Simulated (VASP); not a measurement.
Band structure of Pt (fcc). Level of theory: optB88-vdW, VASP's PBE PAW potentials (set 64) (plane waves; VASP).

Unless said otherwise, spin-orbit coupling is left out, though it shifts the bands of the heavy elements here.

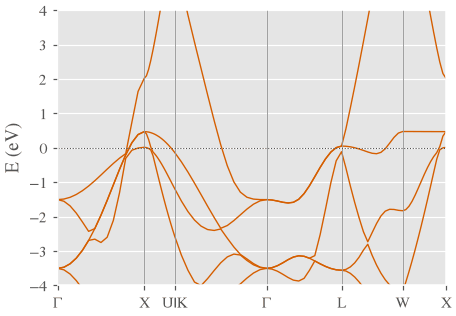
Bands along high-symmetry lines, zero at the valence-band maximum or, without a gap, the Fermi level

### Question
Read the plot: is there a gap, and where are the band edges?

### Answer
It has no gap at this level: it comes out as a metal or semimetal. (Edges off the drawn lines would not show.)

The compound is Pt in the fcc structure. It was relaxed first.
